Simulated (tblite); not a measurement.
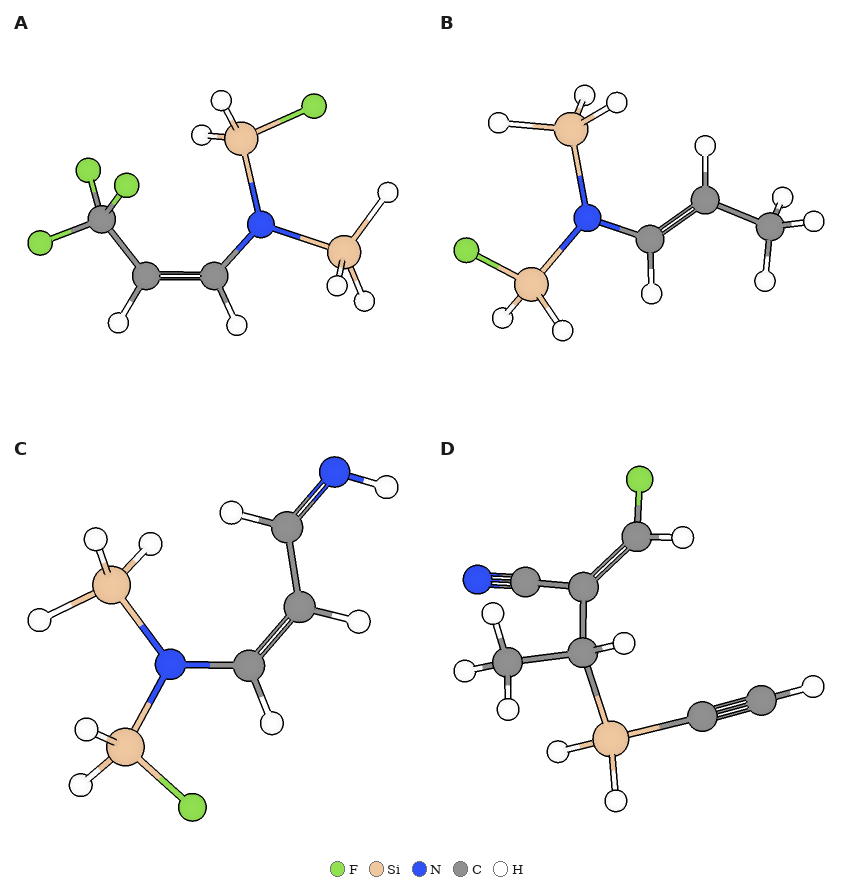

The picture comes from a calculation with tblite.

```xyz
17
charge 0, multiplicity 1
C     2.8699    0.0483    0.0638
C     1.4255    0.3964    0.2253
C     0.4340   -0.3927   -0.1664
N    -0.9315   -0.1342   -0.0613
Si   -1.4756    1.4745    0.3857
Si   -1.9669   -1.4820   -0.3964
F    -3.4736   -1.0250   -0.0931
H     3.3598   -0.0150    1.0361
H     2.9848   -0.9053   -0.4459
H     3.3851    0.8166   -0.5130
H     1.2187    1.3478    0.6931
H     0.6670   -1.3512   -0.6151
H    -2.9159    1.5035    0.1829
H    -1.1321    1.7217    1.7904
H    -0.7976    2.4203   -0.5051
H    -1.9485   -1.8273   -1.8116
H    -1.7102   -2.5842    0.5196
```

> Which picture belongs to the input above?

B. The file holds C3H10FNSi2, `C/C=C/N([SiH3])[SiH2]F`.
